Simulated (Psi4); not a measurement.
**C2HF (fluoroacetylene) at DLPNO-MP2/6-31G(d) (density fitting, density fitting for correlation, spherical functions, pno convergence normal, sweep point 2)**

Aim: the energy change on altering one bond length of C2HF (fluoroacetylene) at DLPNO-MP2/6-31G* (density fitting, density fitting for correlation, spherical functions, pno convergence normal, sweep point 2), from 2 runs. 

Program for the calculation: Psi4 1.11.

### Step 1. The molecule

C2HF: 4 atoms, total charge 0, spin state singlet. SMILES: `C#CF`. The coordinates come from a PBE0-D4/def2-TZVP relaxation.

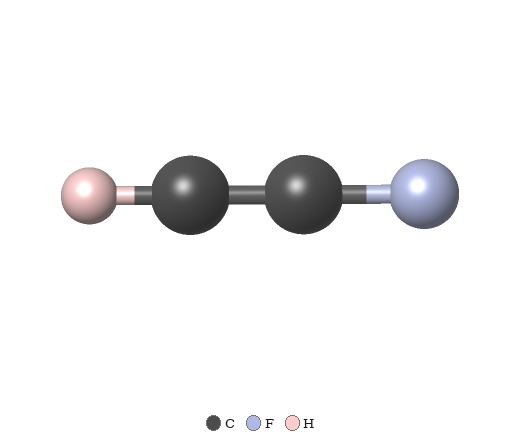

Viewed from a chosen angle; carbon dark grey, fluorine light blue, hydrogen pink.

### Step 2. A single-point energy at DLPNO-MP2/6-31G(d) (density fitting, density fitting for correlation, spherical functions, pno convergence normal, sweep point 2)

calc.dat reads:

```
memory 1.6 GB

molecule m {
  C     -0.361030     0.453110    -0.290220
  C      0.303270    -0.380840     0.243810
  F      1.010600    -1.269010     0.812300
  H     -0.952830     1.196740    -0.765890
  symmetry c1
}

set basis 6-31G*
set puream true
set scf_type df
set num_frozen_docc 3
set pno_convergence normal

energy('dlpno-mp2')
```

Started as:

```console
$ psi4 -i calc.dat -o calc.out -n 1
```

calc.out, shortened:

```text
[...]
  Running in c1 symmetry.
[...]
  Nuclear repulsion =   55.832094169203366
[...]
  Multiplicity = 1
[...]
  Nalpha       = 11
  Nbeta        = 11
[...]
    Number of basis functions: 44
[...]
   @DF-RHF iter   1:  -175.59127128016533   -6.33057e-01   7.30478e-03 ADIIS/DIIS
[...]
    Orbital Energies [Eh]
    ---------------------
    Doubly Occupied:
       1A    -26.379837     2A    -11.338349     3A    -11.244108
       4A     -1.703066     5A     -1.044995     6A     -0.854113
       7A     -0.752561     8A     -0.752561     9A     -0.714446
      10A     -0.408875    11A     -0.408875
[...]
  @DF-RHF Final Energy:  -175.64099078525837
   => Energetics <=
    Nuclear Repulsion Energy =             55.8320941692033657
    One-Electron Energy =                -351.7426002484047558
    Two-Electron Energy =                 120.2695152939430443
    Total Energy =                       -175.6409907852583672
[...]
 Multipole Moments:
 ------------------------------------------------------------------------------------
     Multipole            Electronic (a.u.)      Nuclear  (a.u.)        Total (a.u.)
 ------------------------------------------------------------------------------------
 L = 1.  Multiply by 2.5417464519 to convert [e a0] to [Debye]
 Dipole X            :          1.6609403           -1.8442565           -0.1833162
 Dipole Y            :         -2.0856372            2.3160865            0.2304492
 Dipole Z            :          1.3350807           -1.4823992           -0.1473185
 Magnitude           :                                                    0.3292634
[...]
  @LMP2 iter   5:  -0.412494773980 -6.127e-08  5.750e-07
[...]
```

Run time: 2.6 s. Hardware: 1 thread of Intel Xeon at 2.70GHz, shared host; peak memory 0.2 GiB.

### Step 3. The distorted shape at the same level

calc.in reads:

```
memory 1600 mb

molecule {
  0 1
  C     -0.892457     1.120253    -0.717433
  C      0.303270    -0.380840     0.243810
  F      1.010600    -1.269010     0.812300
  H     -1.484257     1.863883    -1.193103
  symmetry c1
}

set globals {
  puream true
  scf_type df
  num_frozen_docc 3
  pno_convergence normal
}

energy_value = energy('dlpno-mp2/6-31G*')
```

Started as:

```console
$ psi4 calc.in calc.out -n 1
```

calc.out, shortened:

```text
[...]
  Running in c1 symmetry.
[...]
  Nuclear repulsion =   44.784859229140999
[...]
  Multiplicity = 1
[...]
  Nalpha       = 11
  Nbeta        = 11
[...]
    Number of basis functions: 44
[...]
   @DF-RHF iter   1:  -174.72584861002699   -6.53157e-01   1.67528e-02 ADIIS/DIIS
[...]
    Orbital Energies [Eh]
    ---------------------
    Doubly Occupied:
       1A    -26.449865     2A    -11.503016     3A    -11.352347
       4A     -1.770842     5A     -0.966598     6A     -0.834937
       7A     -0.802224     8A     -0.802224     9A     -0.627605
      10A     -0.277856    11A     -0.277856
[...]
  @DF-RHF Final Energy:  -175.10074795745646
   => Energetics <=
    Nuclear Repulsion Energy =             44.7848592291409986
    One-Electron Energy =                -328.4404748774452401
    Two-Electron Energy =                 108.5548676908478001
    Total Energy =                       -175.1007479574564627
[...]
 Multipole Moments:
 ------------------------------------------------------------------------------------
     Multipole            Electronic (a.u.)      Nuclear  (a.u.)        Total (a.u.)
 ------------------------------------------------------------------------------------
 L = 1.  Multiply by 2.5417464519 to convert [e a0] to [Debye]
 Dipole X            :          2.5107810           -2.3433775            0.1674036
 Dipole Y            :         -3.1526765            2.9426731           -0.2100034
 Dipole Z            :          2.0182006           -1.8836414            0.1345592
 Magnitude           :                                                    0.3003856
[...]
  @LMP2 iter   5:  -0.570420754858 -4.363e-08  8.991e-07
[...]
```

It took 2.6 s on 1 thread of Intel Xeon at 2.70GHz, shared host; peak memory 0.2 GiB.

### Step 4. What came out

Level: DLPNO-MP2/6-31G* (density fitting, density fitting for correlation, spherical functions, pno convergence normal, sweep point 2), 3 core orbitals frozen.

```
                                                         quantity          value
                                        first shape: total energy  -176.05349 Eh
                 first shape: HOMO energy (Hartree–Fock orbitals)      -11.13 eV
                 first shape: LUMO energy (Hartree–Fock orbitals)        6.69 eV
               first shape: HOMO–LUMO gap (Hartree–Fock orbitals)       17.81 eV
         first shape: correlation energy (3 core orbitals frozen)     -412.5 mEh
                                    distorted shape: total energy  -175.67117 Eh
             distorted shape: HOMO energy (Hartree–Fock orbitals)       -7.56 eV
             distorted shape: LUMO energy (Hartree–Fock orbitals)       -0.71 eV
           distorted shape: HOMO–LUMO gap (Hartree–Fock orbitals)        6.85 eV
     distorted shape: correlation energy (3 core orbitals frozen)     -570.4 mEh
energy change with the C1–C2 bond stretched from 1.192 to 2.146 Å      10.403 eV
```

What this shows: With the C1–C2 bond stretched from 1.192 to 2.146 Å the energy rises by 10.40 eV (240 kcal/mol). The first shape isn't relaxed at this level, so the change isn't measured from a minimum. A restricted reference can't describe the breaking bond well at this length.
